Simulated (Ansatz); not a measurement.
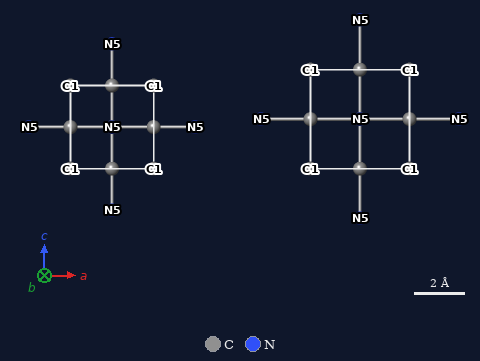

Two geometries of solid C₄N (a generated structure, set up in Pm-3m) (coarse preliminary run), drawn at one scale. One is the start of a relaxation, the other its converged end. The picture is a ball-and-stick view of the cell of the calculation, seen along the b axis.

All numbers below come from DFT PBE, scalar-relativistic, plane waves, PAW (Ansatz). (plane-wave cutoff 420 eV; k-point mesh 4 × 4 × 4; occupations gaussian; smearing width 0.1 eV; no spin polarisation; cell and atoms relaxed; force threshold 0.04 eV/Å; at most 70 steps)

Question: Which of the two is the end point?

Answer: The left one is the relaxed one. The energy falls by 705 meV per atom in 4 accepted moves (5 points after the start). All forces vanish by symmetry, so only the cell relaxes. Pressure: −27.46 GPa at the start and −0.38 GPa at the end. The SCF was repeated once at an unchanged geometry on a basis and grid sized afresh for the cell, which shifted the energy by 3.1 meV per atom at most. No atom moves by more than 0.005 Å relative to the cell. Cell: a = b = c 3.969 → 3.331 Å (−16.1 %). Volume −40.9 %. Among the contacts that change: C–N 1.984 → 1.666 Å. The space group stays Pm-3m (No. 221).

Limits of the set-up: the k-point mesh is coarse for a cell with partly filled bands.
